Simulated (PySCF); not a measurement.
SMILES B/C=C\F (C₂H₄BF), singlet at its B3LYP/def2-SVP optimised geometry (Å):

```
8

B      0.8730     0.5884    -0.0003
C      0.0039    -0.6799     0.0000
C     -1.3419    -0.6799     0.0000
F     -2.0762     0.4245     0.0000
H      2.0762     0.4965    -0.0005
H      0.3677     1.6824    -0.0005
H      0.4461    -1.6824    -0.0002
H     -1.9777    -1.5745     0.0001
```

Calculation: B3LYP/def2-TZVP (PySCF).

Map of the Laplacian of the electron density (e/bohr⁵) on the plane z = 1.2 Å:

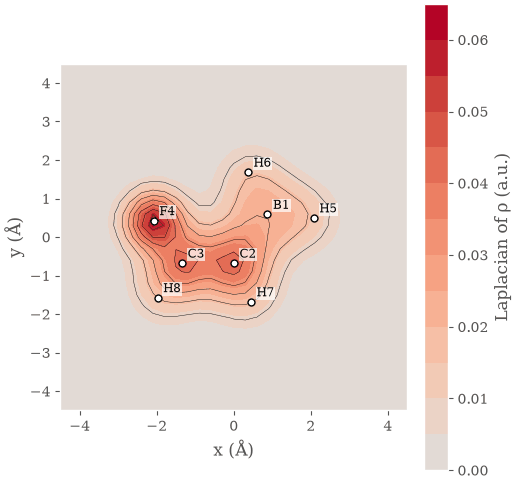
Fig. 1. Laplacian of the electron density (e/bohr⁵) on the plane z = 1.2 Å.
